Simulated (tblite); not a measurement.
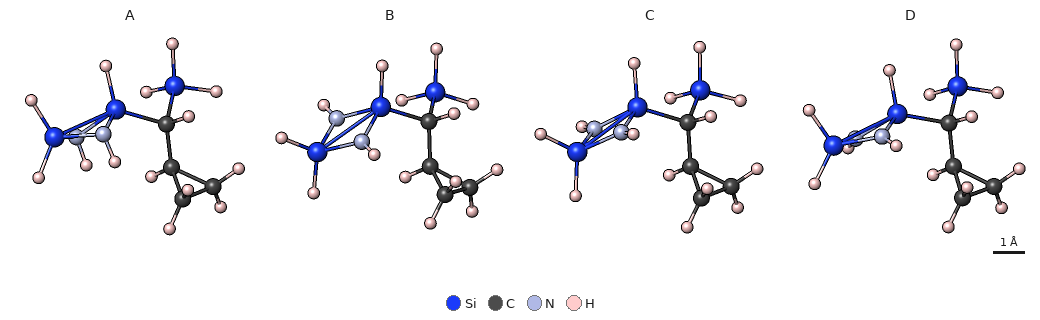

4 geometries from one relaxation of C4H14N2Si3, in shuffled order. A ball-and-stick model, seen at a tilt.

The calculation used GFN2-xTB geometry optimisation, gas phase in tblite. 

Order the frames from highest to lowest energy.

A, D, C, B. They are steps 0, 20, 65, 205, at +44.0 kcal/mol, +7.80 kcal/mol, +0.82 kcal/mol relative to the last. The energy falls by 44.0 kcal/mol in 205 geometry steps. The largest move after the best rigid fit is that of an H atom, 2.21 Å. Largest moves by element: H 2.21 Å, N 0.62 Å, Si 0.61 Å, C 0.28 Å. Some distances before and after: Si–Si 2.416 → 2.600 Å, C–Si 1.859 → 1.896 Å, N–Si 1.708 → 1.742 Å, H–Si 1.494 → 1.468 Å. Bond angles that change, for instance: Si–N–H 107.0° → 131.1°, Si–N–H 107.6° → 131.6°, Si–N–H 107.9° → 131.0°. Groups turn about C–Si by about 30°.
